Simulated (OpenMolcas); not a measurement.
## Multiconfigurational calculation for Cd⁺

- system: Cd⁺.
- method: state-averaged SS-RASPT2, IPEA shift 0.25, imaginary shift 0.1 hartree, closed shells 4d correlated, active space 1 electron in the shells 5s 5p 5d; RAS3 5d with at most 1 electron, basis ANO-RCC-VDZP, DKH2 scalar Hamiltonian, spin-orbit coupling by RASSI with atomic mean-field integrals (OpenMolcas)

## Results in brief

- outcome: converged
- lowest level: 5s ²S₁/₂
- first excited level: 5p ²P°₁/₂, 44,826 cm⁻¹ (measured: 44,136)
- energy of the lowest spin-free term: −5590.27932 hartree
- energy of the lowest spin-orbit level: −5590.27932 hartree
- CASPT2 correlation energy: −0.2681 hartree
- largest spread among components of a term: 0.0 cm⁻¹
- lowest reference weight: 0.946
- hardware: 1 CPU thread, shared host
- wall time: 0.98 s

## Notes

The run is of multi-state type; this report uses its single-state energies. To bear in mind: extra active shells serve correlation only, their own levels not computed.

## The input
```
&GATEWAY
Coord
1

Cd 0.0 0.0 0.0
Basis=ANO-RCC-VDZP
Group=XYZ
NoMove
AngMom=0.0 0.0 0.0
AMFI
&SEWARD
&RASSCF
FileOrb=start.orb
Symmetry=1
Spin=2
nActEl=1 0 0
Inactive=14 9
Ras2=1 3
CIRoot=1 1 1
SDav=1
CIMx=300
Iter=120 100
PrWF=0.3
OrbListing=Nothing
MaxOrb=0
Atom
>>> COPY $Project.JobIph JOBPRE
&RASSCF
FileOrb=start.orb
Symmetry=1
Spin=2
nActEl=1 0 1
Inactive=14 9
Ras2=1 3
Ras3=5 0
CIRoot=1 1 1
SDav=6
CIMx=300
Iter=120 100
PrWF=0.3
OrbListing=Nothing
MaxOrb=0
Thrs=2.0e-7 1.0e-1 5.0e-4
Atom
>>> COPY $Project.JobIph JOB001
&RASSCF
FileOrb=start.orb
Symmetry=2
Spin=2
nActEl=1 0 1
Inactive=14 9
Ras2=1 3
Ras3=5 0
CIRoot=3 3 1
SDav=3
CIMx=300
Iter=120 100
PrWF=0.3
OrbListing=Nothing
MaxOrb=0
Thrs=2.0e-7 1.0e-1 5.0e-4
Atom
>>> COPY $Project.JobIph JOB002
&RASSI
NrOfJobIphs=2 1 3
1
1 2 3
IphNames
JOB001
JOB002
EJob
SpinOrbit
DIPRint=1.0
SOCoupling=1000.0
Subsets=2
MEES
Property=10
'ANGMOM' 1 'ANGMOM' 2 'ANGMOM' 3 'MLTPL  1' 1 'MLTPL  1' 2 'MLTPL  1' 3
'AMFI' 1 'AMFI' 2 'AMFI' 3 'MLTPL  2' 6
SOProperty=3
'ANGMOM' 1 'ANGMOM' 2 'ANGMOM' 3
>>> COPY JOB001 $Project.JobIph
&CASPT2
Multistate=1 1
Frozen=9 9
IPEA=0.25
Imaginary=0.1
MaxIter=60
WThr=0.0 0.3 0.05
PrWF=0.5
NoMix
>>> COPY JOB002 $Project.JobIph
&CASPT2
Multistate=3 1 2 3
Frozen=9 9
IPEA=0.25
Imaginary=0.1
MaxIter=60
WThr=0.0 0.3 0.05
PrWF=0.5
NoMix
```

The file start.orb holds starting orbitals from an earlier step. A driver script formed the levels outside the program, from RASSI's spin-orbit matrix and the CASPT2 energies (for multi-state variants, the effective Hamiltonian), averaged over the components of each term or state. The log and the time are those of the CASPT2 step.

Run as:
```bash
OMP_NUM_THREADS=1 MOLCAS_MEM=2252 MOLCAS_PROJECT=a pymolcas a.inp > a.log  # once for each step of the input, in one work folder
```

## Output (extracts)
```
--- CASPT2 ---
Orbital specifications:
      -----------------------

      Symmetry species                           1   2
                                                ag  au
      Frozen orbitals                            9   9
      Inactive orbitals                          5   0
      Active orbitals                            6   3
      Secondary orbitals                         1  10
      Deleted orbitals                           0   0
      Number of basis functions                 21  22
Type of calculation                        SS-CASPT2
      Fock operator                              state-specific
      IPEA shift                                 0.25
      Real shift                                 0.00
      Imaginary shift                            0.10
      The input orbitals will be transformed to quasi-canonical
Reference energy:       -5590.0112122207
      E2 (Non-variational):      -0.2679775850
      Shift correction:          -0.0001319468
      E2 (Variational):          -0.2681095318
      Total energy:           -5590.2793217525
      Residual norm:              0.0000001142
      Reference weight:           0.94635
      Contributions to the CASPT2 correlation energy
      Active & Virtual Only:         -0.0000000000
      One Inactive Excited:          -0.0330059089
      Two Inactive Excited:          -0.2349716761
::    CASPT2 Root  1     Total energy:  -5590.27932175
--- CASPT2 ---
Orbital specifications:
      -----------------------

      Symmetry species                           1   2
                                                ag  au
      Frozen orbitals                            9   9
      Inactive orbitals                          5   0
      Active orbitals                            6   3
      Secondary orbitals                         1  10
      Deleted orbitals                           0   0
      Number of basis functions                 21  22
Type of calculation                        MS-CASPT2
      Fock operator                              state-specific
      IPEA shift                                 0.25
      Real shift                                 0.00
      Imaginary shift                            0.10
      The input orbitals will be transformed to quasi-canonical
Reference energy:       -5589.8190083335
      E2 (Non-variational):      -0.2502494549
      Shift correction:          -0.0001159685
      E2 (Variational):          -0.2503654234
      Total energy:           -5590.0693737570
      Residual norm:              0.0000000870
      Reference weight:           0.95123
      Contributions to the CASPT2 correlation energy
      Active & Virtual Only:          0.0000000000
      One Inactive Excited:          -0.0168579877
      Two Inactive Excited:          -0.2333914673
Reference energy:       -5589.8190083335
      E2 (Non-variational):      -0.2502494549
      Shift correction:          -0.0001159685
      E2 (Variational):          -0.2503654234
      Total energy:           -5590.0693737569
      Residual norm:              0.0000000870
      Reference weight:           0.95123
      Contributions to the CASPT2 correlation energy
      Active & Virtual Only:          0.0000000000
      One Inactive Excited:          -0.0168579876
      Two Inactive Excited:          -0.2333914673
::    CASPT2 Root  1     Total energy:  -5590.06937376
::    CASPT2 Root  2     Total energy:  -5590.06937376
::    CASPT2 Root  3     Total energy:  -5590.06937376
::    MS-CASPT2 Root  1     Total energy:  -5590.06937376
::    MS-CASPT2 Root  2     Total energy:  -5590.06937376
::    MS-CASPT2 Root  3     Total energy:  -5590.06937376
```

## Spin-orbit levels, grouped by J and assigned

| Configuration | Level | E (cm⁻¹) | LS purity (%) | Landé g |
| --- | --- | --- | --- | --- |
| 5s | ²S₁/₂ | 0 | 100 | 2.002 |
| 5p | ²P°₁/₂ | 44,830 | 100 | 0.666 |
| 5p | ²P°₃/₂ | 46,700 | 100 | 1.334 |

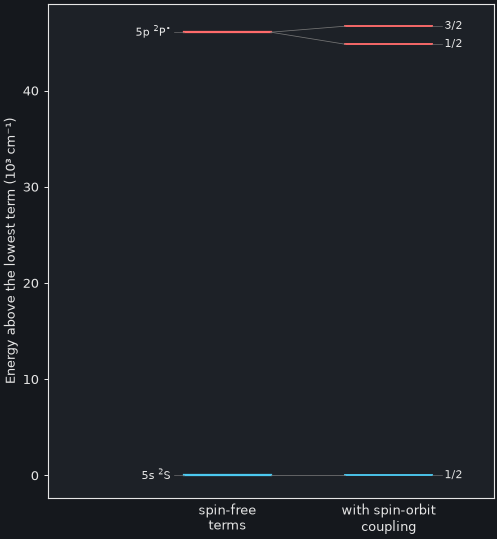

Terms of Cd⁺ (cadmium, Z = 48) without and with spin-orbit coupling; numbers at the right are J. 5s ²S (at 0) gives the one level J = 1/2; 5p ²P° (at 46,100 cm⁻¹) splits over 1,880 cm⁻¹ into J = 1/2, 3/2 from the bottom up (normal). The ground level lies 0 below the lowest term.
